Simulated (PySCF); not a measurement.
# Run report: WOF4, frequency calculation

WOF4, computed with RKS-based B3LYP, W def2-TZVP with ECP60, O def2-TZVP, F def2-TZVP; non-relativistic Hamiltonian with a scalar-relativistic core potential; density fitting (PySCF 2.14.0).

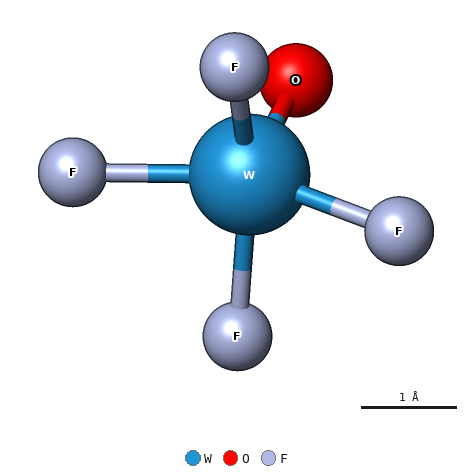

*The structure as given in the input (ball-and-stick view, seen at a tilt). Sticks mark near contacts.*

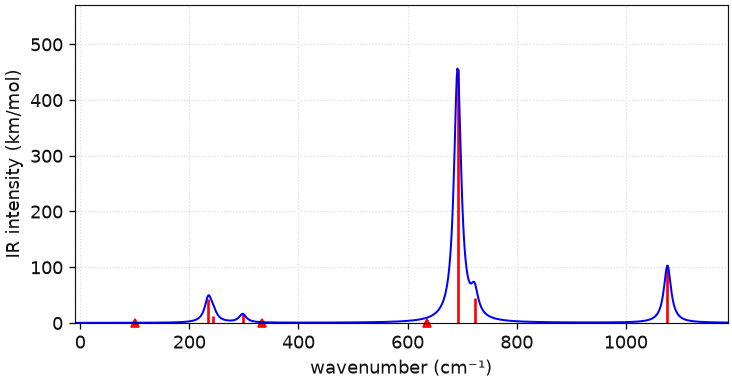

*Harmonic infrared spectrum, unscaled: sticks (degenerate modes added up, dark ones marked on the axis) with a Lorentzian envelope of 16 cm⁻¹ full width, scaled to the tallest stick.*

12 modes from 100 to 1076 cm⁻¹, none imaginary. The strongest line is at 692 cm⁻¹ (456 km/mol). All modes, in cm⁻¹ (km/mol): 100 (0.0), 235 (22), 235 (22), 244 (13.1), 298 (7.6), 298 (7.6), 332 (0.0), 635 (0.0), 692 (228), 692 (228), 723 (45), 1076 (103).

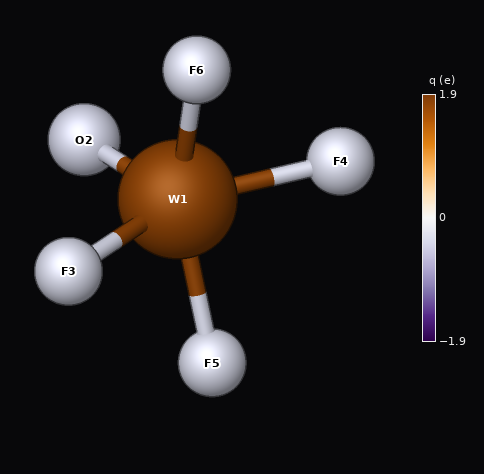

*Mulliken charges, as the colour of each atom (ball-and-stick view, seen at a tilt; atoms are numbered from 1 in the order of the input; Mulliken charges depend strongly on the basis).*

By element: W +1.78, O −0.40 and F −0.34 e.

These pictures come from the run below.

### Input
```python
from pyscf import gto, scf, dft
mol = gto.M(atom='''
W      0.000000    -0.034311    -0.000000
O      0.000000    -1.716110    -0.000001
F      1.796145     0.449709     0.000000
F     -1.796145     0.449709     0.000000
F     -0.000000     0.449710    -1.796144
F     -0.000000     0.449707     1.796145''',
    basis={'W': 'def2-TZVP', 'O': 'def2-TZVP', 'F': 'def2-TZVP'},
    ecp={'W': 'def2-TZVP'},
    charge=0, spin=0)
mf = dft.RKS(mol, xc='B3LYP')
mf.grids.atom_grid = (75, 302)
aux = {'W': 'def2-universal-JKFIT', 'O': 'def2-universal-JKFIT', 'F': 'def2-universal-JKFIT'}
mf = mf.density_fit(auxbasis=aux)
mf.conv_tol = 1e-09
mf.diis_space = 10
mf.max_cycle = 60
mf.verbose = 4
mf.kernel()
```

The script is an equivalent of the set-up of the self-consistent field. The run itself was carried out by a driver, which started from the orbitals of the step before it where there was one and computed the further properties.

Launch command:
```bash
OMP_NUM_THREADS=4 python axn.py task.json out
```

### The program's output
```
init E= -542.201364931182
  HOMO = -0.419657597489445  LUMO = -0.164079255972002  gap/eV = 6.95464
cycle= 1 E= -542.201364931182  delta_E=    0  |g|= 2.27e-06  |ddm|= 1.81e-06
  HOMO = -0.419657395596868  LUMO = -0.164079784528237  gap/eV = 6.95462
Extra cycle  E= -542.201364931174  delta_E= 7.5e-12  |g|= 7.13e-06  |ddm|= 4.77e-06
converged SCF energy = -542.201364931174
```

### Key numbers

| quantity | value |
| --- | --- |
| outcome | converged |
| total energy | −542.201365 hartree |
| HOMO | −11.42 eV |
| LUMO | −4.46 eV |
| zero-point energy | 0.012663 hartree |
| dipole moment | 0.42 D |
| wavenumbers, lowest and highest | 100 and 1076 cm⁻¹ |
| hardware | 4 threads of Intel Xeon @ 2.50GHz (Skylake/Cascade Lake), 16 GiB of memory available, shared host |
| wall time | 2.4 min (CPU time 7.7 min) |
| peak memory | 2.5 GiB |
